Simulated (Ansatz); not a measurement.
Input file:

```
crystal:
  periodic: [false, false, false]
  atoms:
    - {symbol: Cl, position_ang: [-1.220400, -2.489135, -1.419192]}
    - {symbol: Cl, position_ang: [-1.782388, 0.848715, -1.932049]}
    - {symbol: F, position_ang: [0.274661, 0.012960, 0.727936]}
    - {symbol: F, position_ang: [-2.281819, -0.331136, 1.287216]}
    - {symbol: In, position_ang: [-1.332194, 1.267261, 0.383048]}
    - {symbol: In, position_ang: [-0.642480, -1.919060, 1.575281]}
    - {symbol: H, position_ang: [-1.457590, -1.226472, -1.725945]}
    - {symbol: H, position_ang: [-1.380497, 2.801485, 1.105984]}
basis:
  gaussian:
    orbitals: def2-SVPD
hamiltonian:
  xc: pbe0
output:
  forces: true
  orbitals: {seedname: orbitals}
```

Run with:

```sh
ansatz run input.yaml --threads 2 --pin off --max-ram 6090MiB --events-out events.jsonl --progress --plain --runs-dir runs
```

Geometry: PBE0-D4/def2-SVP; core potentials replace the inner electrons of In.

The calculation used Ansatz, isolated molecule in a Gaussian basis; Kohn-Sham density functional theory, functional PBE0.

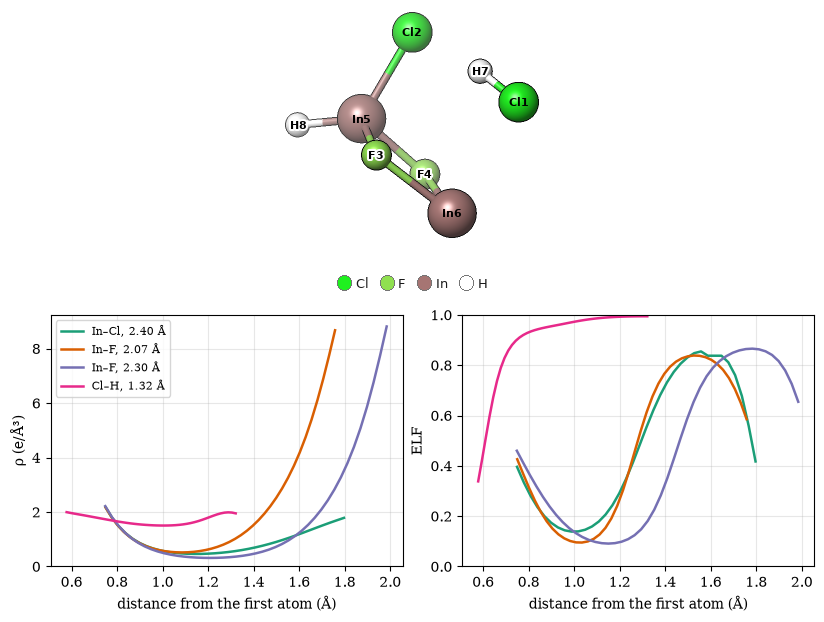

Cl2F2H2In2. Electron density and ELF along straight lines between neighbouring atoms. The curves leave out the atomic cores. The structure is drawn too.

> Compare the contacts.

In–Cl (2.40 Å): ρ at the midpoint is about 0.47 e/Å³; the ELF peaks at about 0.85 in the valence shell of Cl, 0.8 Å from its nucleus, and drops to about 0.15 between the two atoms.
In–F (2.07 Å): ρ at the midpoint is about 0.54 e/Å³; the ELF peaks at about 0.85 in the valence shell of F, 0.5 Å from its nucleus, and drops to about 0.10 between the two atoms.
In–F (2.30 Å): ρ at the midpoint is about 0.33 e/Å³; the ELF is about 0.10 at the midpoint.
Cl–H (1.32 Å): ρ is about 1.9 e/Å³ halfway; the ELF climbs to about 1 towards the hydrogen, as it does in any bond to H; a covalent bond by its length.
